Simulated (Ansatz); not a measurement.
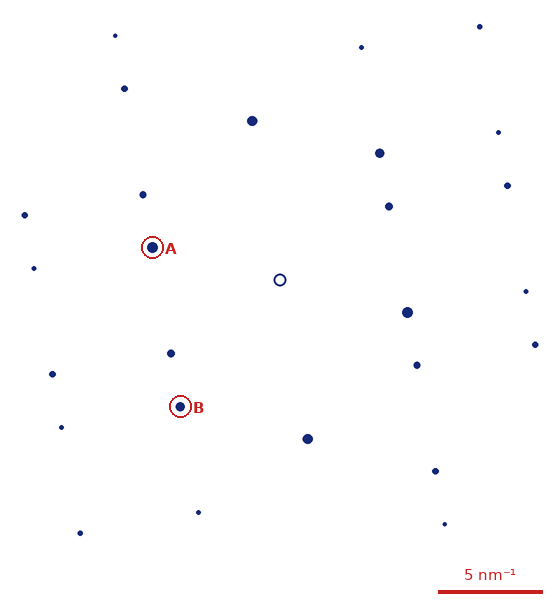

Kinematic zone-axis pattern, calculated for 200 keV electrons with B = 0.8 Å². Two individuals of a reflection twin are superposed (a geometric construction: whether this twin forms is not tested; the second individual is smaller and so fainter). Crystal: Mo, space group Im-3m (No. 229), a = 3.15 Å, zone axis [210]. Structure: the input geometry of an electronic-structure calculation (not necessarily at equilibrium).

```
Mo
1.0
     3.15000    0.00000    0.00000
     0.00000    3.15000    0.00000
     0.00000    0.00000    3.15000
Mo
2
Direct
  0.00000 0.00000 0.00000
  0.50000 0.50000 0.50000
```

In the first individual spot A is 0 0 -2 and spot B is -1 2 -1.

Question: Find the twin plane.

Answer: (1-2-1). The spot positions of the combined pattern are mirror-symmetric about the row through 1 -2 -1 (d = 1.286 Å), which both individuals share, while a single individual has only symmetry 2mm without that mirror line. Friedel's law adds the mirror line at right angles, so a twin on (1-25) would give the same picture; the more widely spaced plane was used.

Question: Which other reflections coincide?

Answer: Within the frame only the reflections of the common row coincide.
